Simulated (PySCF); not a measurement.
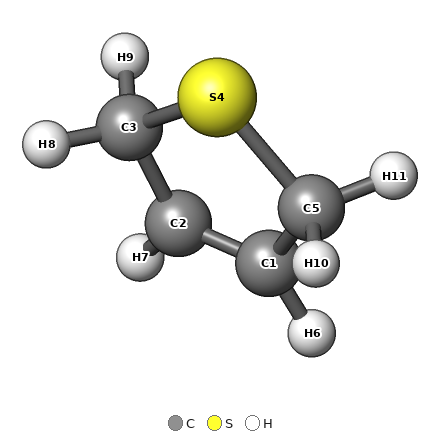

C₄H₆S, SMILES C1=CCSC1. Vertical core-electron binding energies by ΔSCF (SCAN, pcX-2 on the ionised atom, pcseg-1 elsewhere, spin-free X2C; PySCF 2.14.0, at a PBE0-D3(BJ)/def2-SVP geometry (no frequency check)), gas phase, against the vacuum level. One atom of each kind was ionised; within a panel, areas follow the number of like atoms and 2j + 1 (2p levels are split by first-order spin-orbit coupling, an approximation), each panel is scaled alone, Gaussians of 0.4 eV full width. Only the regions named are shown.

**Predict the S 2p, C 1s and S 1s photoelectron lines.**

| level | atoms | binding energy (eV) |
| --- | --- | --- |
| S 2p1/2 | S4 | 170.2 |
| S 2p3/2 | S4 | 169.0 |
| C 1s | C3, C5 | 291.3 |
| C 1s | C1, C2 | 290.6 |
| S 1s | S4 | 2476.8 |

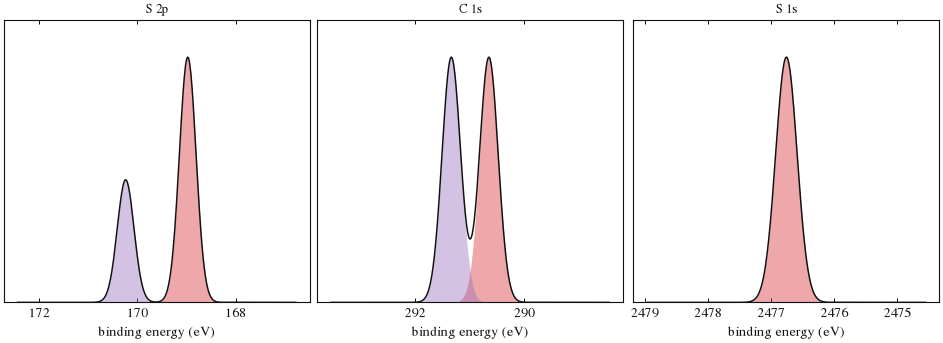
